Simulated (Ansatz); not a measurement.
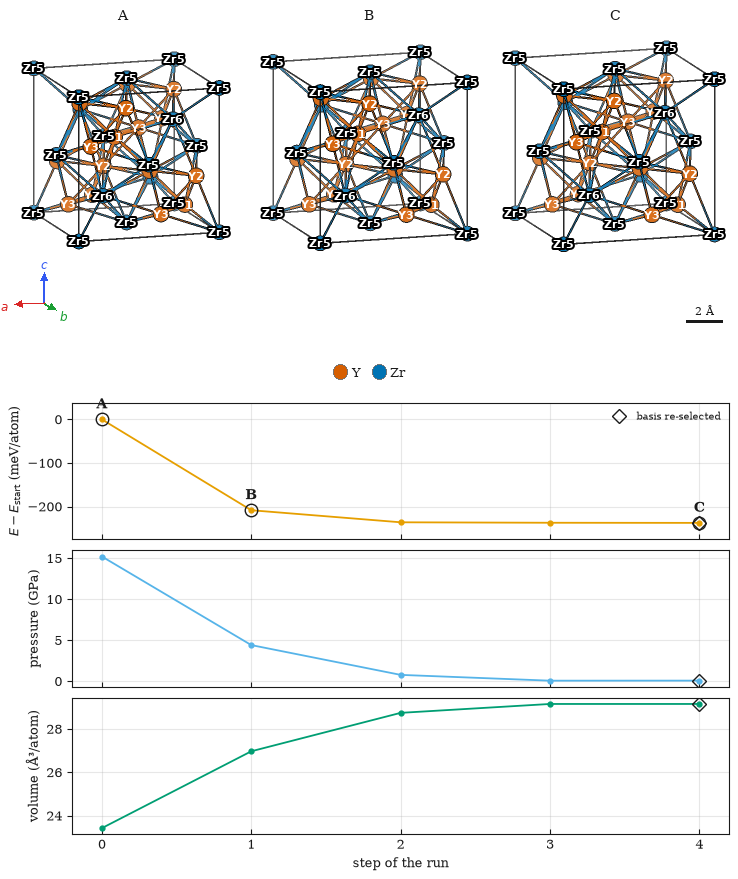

Frames of a relaxation of crystalline Y$_{2}$Zr (built on the cubic Laves (C15)_227 type) (coarse preliminary run), marked on the history of the run. The picture is a ball-and-stick view of the conventional cell (4 times the calculation's cell), seen from a free direction. Lengths and directions refer to the drawn axes.

Case: cubic Laves (C15) type (Fd-3m, No. 227).

Level of theory: DFT PBE, scalar-relativistic, plane waves, PAW in Ansatz.

Input file:
```yaml
crystal:
  lattice:
    - [0.0, 4.1267959154, 4.1267959154]
    - [4.1267959154, 0.0, 4.1267959154]
    - [4.1267959154, 4.1267959154, 0.0]
  atoms:
    - { symbol: "Y", position: [0.625, 0.625, 0.625] }
    - { symbol: "Y", position: [0.125, 0.625, 0.625] }
    - { symbol: "Y", position: [0.625, 0.625, 0.125] }
    - { symbol: "Y", position: [0.625, 0.125, 0.625] }
    - { symbol: Zr, position: [0.0, 0.0, 0.0] }
    - { symbol: Zr, position: [0.25, 0.25, 0.25] }
basis:
  ecutwfc: 420
kpoints:
  mp_grid: { grid: [4, 4, 4] }
hamiltonian:
  xc: pbe
scf:
  occupations: { method: gaussian, width: 0.1 }
  lower_state_search: "off"
output:
  forces: true
  stress: true
  eigenvalues: true
relax:
  adjacent_minimum: "off"
  f_tol: 0.04
  max_steps: 70
  cell: { stress_tol: 0.4 }
```

Command:
```bash
ansatz run input.yaml --threads 1 --pin off --max-ram 2560MiB --backend cpu --events-out ev --progress --plain --runs-dir out
```

Question: What happens along the run?

Answer: The atoms keep their places relative to the cell (all moves are under 0.005 Å). Cell: a = b = c 8.254 → 8.878 Å (+7.6 %). Volume +24.4 %. Near-neighbour distances that change, for instance: Zr5–Zr6 3.574 → 3.844 Å, Y1–Zr5 3.422 → 3.681 Å, Y1–Y2 2.918 → 3.139 Å. The space group stays Fd-3m (No. 227). After 3 accepted moves (4 points after the start) the energy has fallen by 237 meV per atom. All forces vanish by symmetry, so only the cell relaxes. Pressure: 15.21 GPa at the start and 0.08 GPa at the end. At 1 point the geometry stayed and the basis and grid were re-selected for the new cell (energy shift of 0.3 meV per atom at most each time). The run took 19 s on 1 thread of Arm Neoverse V1, with other jobs on the host, peak memory 0.44 GiB. From step 0 to 1: volume +15.1 %, energy −208 meV per atom. From step 1 to 4: volume +8.1 %, energy −29.0 meV per atom.
